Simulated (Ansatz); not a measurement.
# doublet C2H5BO+: levels of theory compared

We compute a comparison of 6 runs (UHF/3-21G, U-r2SCAN0/def2-SVP, UB2PLYP/def2-SVP, UB3LYP/def2-SVP, UCAM-B3LYP/def2-SVP, UCCSD/def2-SVP) of doublet C2H5BO+. 

The calculation is run with Ansatz 0.2.0.

68 further runs of the same task are left out: 68 set aside as unsound or not needed.

## (1) The system as given

C2H5BO+ has 9 atoms, charge +1, and is taken as a doublet. SMILES of the parent species: `B1CCO1`. Geometry: relaxed at PBE0-D4/def2-TZVP. That shape belongs to the parent species and isn't relaxed for this state.

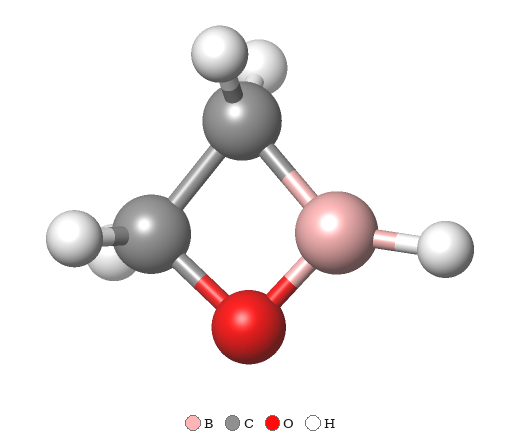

Viewed from a chosen angle; boron pink, carbon grey, oxygen red, hydrogen white.

## (2) A single-point energy at UHF/3-21G (run 1)

Contents of run.yaml:

```yaml
crystal:
  periodic: [false, false, false]
  atoms:
    - {symbol: B, position_ang: [-0.402600, 0.301700, -1.082000]}
    - {symbol: C, position_ang: [0.506000, 0.617000, 0.171000]}
    - {symbol: C, position_ang: [-0.098600, -0.719600, 0.617700]}
    - {symbol: O, position_ang: [-0.884800, -0.878500, -0.596200]}
    - {symbol: H, position_ang: [-0.697000, 0.772800, -2.139500]}
    - {symbol: H, position_ang: [0.236300, 1.479000, 0.782200]}
    - {symbol: H, position_ang: [1.586200, 0.614100, 0.021000]}
    - {symbol: H, position_ang: [-0.757600, -0.681300, 1.487200]}
    - {symbol: H, position_ang: [0.600600, -1.551500, 0.721500]}
basis:
  gaussian:
    orbitals: 3-21G.json
total_charge: 1
magnetization:
  spin_polarized: true
  initial_magnetization: 1
hamiltonian:
  xc: hf
accuracy: high
output: {orbitals: {seedname: orbitals}}
```

The basis set 3-21G is read from a file made from the Basis Set Exchange's data (not shown).

Command:

```
$ ansatz run run.yaml --threads 1 --pin off --max-ram 3480MiB --events-out events.jsonl --progress --plain --runs-dir runs
```

The program printed:

```text
Warning: RAYON_NUM_THREADS=1 ignored (pool sized by the plan → 1); use --threads N
Functional definition: HF
  name "HF"
  exchange = exact_x
  correlation = 0
1111 factors; integrals over basis functions are off by at most 3.6e-9 eV
mean field evaluation 1: about -4806.8007 eV, gradient 3.1e1 eV
mean field evaluation 2: about -4807.1218 eV, gradient 3.1e1 eV
mean field evaluation 4: about -4811.3209 eV, gradient 2.8e0 eV
mean field evaluation 8: about -4811.4417 eV, gradient 3.4e-1 eV
mean field evaluation 16: about -4811.4500 eV, gradient 2.6e-5 eV
mean field evaluation 32: about -4811.4342 eV, gradient 3.4e-1 eV
mean field evaluation 64: about -4811.7563 eV, gradient 3.1e-1 eV
mean field evaluation 96: about -4810.9920 eV, gradient 2.3e0 eV
mean field evaluation 128: about -4810.5974 eV, gradient 5.4e0 eV
mean field evaluation 160: about -4811.6705 eV, gradient 6.7e-1 eV
mean field evaluation 192: about -4811.5813 eV, gradient 1.1e-1 eV
mean field -4811.76459900 eV, -176.8290874821 hartree, gradient 1.8e-8 eV, S^2 0.758137; 4 other end points of the search recorded, 0 dependent functions left out
reference -4811.76459900 eV, -176.8290874821 hartree; 15, 14 occupied and 31, 32 virtual orbitals, 1111 factors
Total energy: -4811.76459900 eV, -176.8290874821 hartree
```

It took 1.9 s on 1 thread of Arm Neoverse V2, shared host; peak memory 0.12 GiB.

## (3) A single-point energy at U-r2SCAN0/def2-SVP (run 2)

Contents of input.yaml:

```yaml
crystal:
  periodic: [false, false, false]
  atoms:
    - {symbol: B, position_ang: [-0.402600, 0.301700, -1.082000]}
    - {symbol: C, position_ang: [0.506000, 0.617000, 0.171000]}
    - {symbol: C, position_ang: [-0.098600, -0.719600, 0.617700]}
    - {symbol: O, position_ang: [-0.884800, -0.878500, -0.596200]}
    - {symbol: H, position_ang: [-0.697000, 0.772800, -2.139500]}
    - {symbol: H, position_ang: [0.236300, 1.479000, 0.782200]}
    - {symbol: H, position_ang: [1.586200, 0.614100, 0.021000]}
    - {symbol: H, position_ang: [-0.757600, -0.681300, 1.487200]}
    - {symbol: H, position_ang: [0.600600, -1.551500, 0.721500]}
basis:
  gaussian: {orbitals: def2-SVP}
total_charge: 1
magnetization: {spin_polarized: true, initial_magnetization: 1}
hamiltonian: {xc: {name: r2SCAN0}}
accuracy: high
output: {orbitals: {seedname: orbitals}}
```

Command:

```
$ ansatz run input.yaml --threads 1 --pin off --max-ram 3480MiB --events-out events.jsonl --progress --plain --runs-dir runs
```

The program printed:

```text
Warning: RAYON_NUM_THREADS=1 ignored (pool sized by the plan → 1); use --threads N
Functional definition: r2SCAN0
  name "r2SCAN0"
  parameter a = 0.25
  parameter k0 = 0.174
  parameter k1 = 0.065
  parameter a1 = 4.9479
  exchange = (1 - a)*r2scan_x(k0 = k0, k1 = k1, a1 = a1) + a*exact_x
  correlation = r2scan_c
1976 factors; integrals over basis functions are off by at most 3.5e-9 eV
mean field evaluation 1: about -4850.1117 eV, gradient 4.9e1 eV
mean field evaluation 2: about -4819.2778 eV, gradient 9.5e1 eV
mean field evaluation 4: about -4860.7520 eV, gradient 5.2e0 eV
mean field evaluation 8: about -4861.1713 eV, gradient 9.4e-1 eV
mean field evaluation 16: about -4861.1793 eV, gradient 1.0e-2 eV
mean field evaluation 32: about -4861.1793 eV, gradient 1.2e-6 eV
mean field -4861.17926708 eV, -178.6450430394 hartree, gradient 7.3e-8 eV, S^2 0.758477; 2 other end points of the search recorded, 0 dependent functions left out
reference -4861.17926853 eV, -178.6450430926 hartree; 15, 14 occupied and 66, 67 virtual orbitals, 1976 factors
Total energy: -4861.17926853 eV, -178.6450430926 hartree
```

Wall time 27 s (1 thread of Arm Neoverse V2, shared host); peak memory 0.46 GiB.

Runs 3 to 5 aren't shown in full; the table further down has their settings and results.

## (4) The energy at UCCSD/def2-SVP (run 6)

run.yaml: that of step 2 with these lines changed.

```diff
@@ -14,3 +14,3 @@
   gaussian:
-    orbitals: 3-21G.json
+    orbitals: def2-SVP
 total_charge: 1
@@ -19,5 +19,7 @@
   initial_magnetization: 1
-hamiltonian:
-  xc: hf
+correlation:
+  method: ccsd
+  frozen_orbitals: {B: 1, C: 1, H: 0, O: 1}
 accuracy: high
-output: {orbitals: {seedname: orbitals}}
+scf:
+  omitted_lower_state_checks: [cluster_reference, increment]
```

Command:

```
$ ansatz run run.yaml --threads 1 --pin off --max-ram 3480MiB --events-out events.jsonl --progress --plain --runs-dir runs
```

The program printed:

```text
Warning: RAYON_NUM_THREADS=1 ignored (pool sized by the plan → 1); use --threads N
[... 14 lines left out ...]
4 core orbitals not correlated: weight in the atoms' cores, before any rotation towards them, 1.000 or more for the frozen orbitals, at most 0.000 for the correlated occupied ones
[... 38 lines left out ...]
Total energy: -4850.36667515 eV, -178.2476876151 hartree
Checks for a lower state left out: cluster_reference, increment
```

Wall time 57 s (1 thread of Arm Neoverse V2, shared host); peak memory 0.87 GiB.

## (5) Overview of the runs

```csv
run,level,frozen core orbitals,energy (Eh),HOMO energy (eV),LUMO energy (eV),⟨S²⟩,wall time
1,UHF/3-21G,–,-176.829087,-18.74,-8.33,0.758,1.9 s
2,U-r2SCAN0/def2-SVP,–,-178.645043,-16.10,-13.04,0.758,27 s
3,UB2PLYP/def2-SVP,4,-178.581555,-17.24,-11.75,0.759,17 s
4,UB3LYP/def2-SVP,–,-178.778011,-15.67,-13.45,0.754,16 s
5,UCAM-B3LYP/def2-SVP,–,-178.677782,-17.35,-12.06,0.756,18 s
6,UCCSD/def2-SVP,4,-178.247688,–,–,0.765,57 s
```

## (6) Outcome

```
                                          quantity          value
                               run 6: total energy  -178.24769 Eh
run 6: correlation energy (4 core orbitals frozen)     -559.8 mEh
          run 6: ⟨S²⟩ of the reference determinant          0.765
                              run 6: T1 diagnostic          0.037
```

Totals of different functionals can't be ranked against each other. All runs together took 2.3 min, the longest 57 s.
